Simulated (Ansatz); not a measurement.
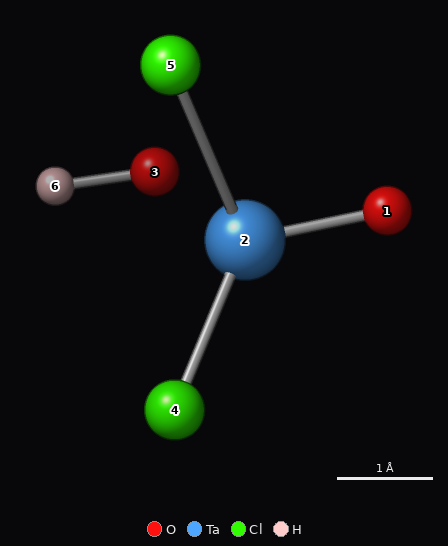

Fig. 1: The structure as given in the input (ball-and-stick view, seen at a tilt; atoms are numbered from 1 in the order of the input). Sticks mark near contacts. Bond lengths as drawn: Cl–Ta 2.07 to 2.51 Å, H–O 1.06 Å and O–Ta 1.53 Å.

Geometry relaxation, with input and output: TaHCl₂O₂ (charge +1)

The run: geometry relaxation of TaHCl₂O₂, charge +1, multiplicity 2. Method and program: UKS wB97M-V/def2-SVP (Ansatz 0.2.0).

The run did not end well. The geometry comes from this level: PBE0-D4/def2-TZVP.

What the program printed:
```
Functional definition: wB97M-V
  name "wB97M-V"
  cite "Mardirossian & Head-Gordon, J. Chem. Phys. 144, 214110 (2016) doi:10.1063/1.4952647"
  cite "Becke, J. Chem. Phys. 107, 8554 (1997) doi:10.1063/1.475007"
  cite "Vydrov & Van Voorhis, J. Chem. Phys. 133, 244103 (2010) doi:10.1063/1.3521275"
  # Of w^i u^j: cxij and so on, Table III.
  parameter omega = 0.3/bohr
  parameter cx = 0.15
  parameter cx01 = 1.007
  parameter cx10 = 0.259
  parameter css00 = 0.443
  parameter css04 = -1.437
  parameter css10 = -4.535
  parameter css20 = -3.390
  parameter css43 = 4.278
  parameter cos00 = 1.000
  parameter cos10 = 1.358
  parameter cos20 = 2.924
  parameter cos21 = -8.812
  parameter cos60 = -1.390
  parameter cos61 = 9.142
  parameter b = 6.0
  parameter c = 0.01
  gx(w, u) = 1 - cx + cx01*u + cx10*w
  gss(w, u) = css00 + css04*u^4 + css10*w + css20*w^2 + css43*w^4*u^3
  gos(w, u) = cos00 + cos10*w + (cos20 + cos21*u)*w^2 + (cos60 + cos61*u)*w^6
  exchange = spin_sum(e_x_unif_sr(omega)*gx(b97_w, b97_u_x)) + cx*exact_x_sr(omega) + exact_x_lr(omega)
  correlation = spin_sum(e_c_pw_mod_same_spin*gss(b97_w, b97_u_same))
      + integral(e_c_pw_mod_opposite_spin*gos(b97_w_opposite, b97_u_opposite)) + vv10(b, c)
1019 factors; integrals over basis functions are off by at most 2.8e-4 eV
266 factors; integrals over basis functions are off by at most 1.4e-6 eV
mean field evaluation 1: about -30667.2781 eV, gradient 6.7e1 eV
mean field evaluation 2: about -30597.8560 eV, gradient 1.5e2 eV
mean field evaluation 4: about -30684.1437 eV, gradient 5.8e0 eV
mean field evaluation 8: about -30684.3135 eV, gradient 2.6e-1 eV
mean field evaluation 16: about -30684.3208 eV, gradient 8.3e-2 eV
mean field evaluation 32: about -30684.4204 eV, gradient 2.1e-5 eV
mean field -30684.42036398 eV, -1127.6316497293 hartree, gradient 3.8e-6 eV, S^2 0.763848; 6 other end points of the search recorded, 0 dependent functions left out
the calculation of the forces begins
reference -30684.42043285 eV, -1127.6316522602 hartree; 32, 31 occupied and 69, 70 virtual orbitals, 1019 factors
relax step   1: F+E_penalty+E_count = -30684.42036398 eV  Δ(F+E_penalty+E_count) = +0.000e0 eV  max|allowed force component| = 1.410e1 eV/Å  Δτ_max = 0.0000 Å  (182 SCF iters, accepted)
Error: geometry relaxation did not converge after 1 steps: max|allowed force component| = 1.41e1 eV/Å (threshold 1.0e-3). Raise `relax.max_steps` over both its present limit and 1, loosen `relax.f_tol`, or start from a geometry closer to equilibrium. Where this run's directory can be resumed (`checkpoint.write`), a resume goes on for up to `relax.max_steps` more
```

This output came from the following input.

The input:
```yaml
crystal:
  periodic: [false, false, false]
  atoms:
    - {symbol: O, position_ang: [-1.978375, -0.463164, 0.356158]}
    - {symbol: Ta, position_ang: [-0.581903, -0.140170, -0.179771]}
    - {symbol: O, position_ang: [0.835763, -0.676032, 1.090941]}
    - {symbol: Cl, position_ang: [-0.086360, -0.339914, -2.176348]}
    - {symbol: Cl, position_ang: [-0.429365, 2.290694, 0.423439]}
    - {symbol: H, position_ang: [1.842848, -0.485003, 0.816780]}
basis:
  gaussian: {orbitals: def2-SVP}
total_charge: 1
magnetization: {spin_polarized: true, initial_magnetization: 1}
hamiltonian: {xc: {name: wB97M-V}}
scf: {lower_state_search: light}
relax: {f_tol: 0.001, max_steps: 1}
```

Launch command:
```bash
ansatz run in.yaml --threads 4 --pin off --events-out ev --progress --plain --max-ram 10444MiB
```

What the run reported:

| quantity | value |
| --- | --- |
| outcome | not converged |
| hardware | 4 threads of Arm Neoverse V2, 23 GiB of memory available, shared host |
| wall time | 29 s (CPU time 1.8 min) |
| peak memory | 0.67 GiB |

Diagnosis:

A setting was made wrong on purpose: the optimiser is allowed too few steps. The run did not converge: “geometry relaxation did not converge after 1 steps: max|allowed force component| = 1.41e1 eV/Å (threshold 1.0e-3). Raise `relax.max_steps` over both its present limit and 1, loosen `relax.f_tol`, or start from a geometry closer to equilibrium …” Its last values are not results.
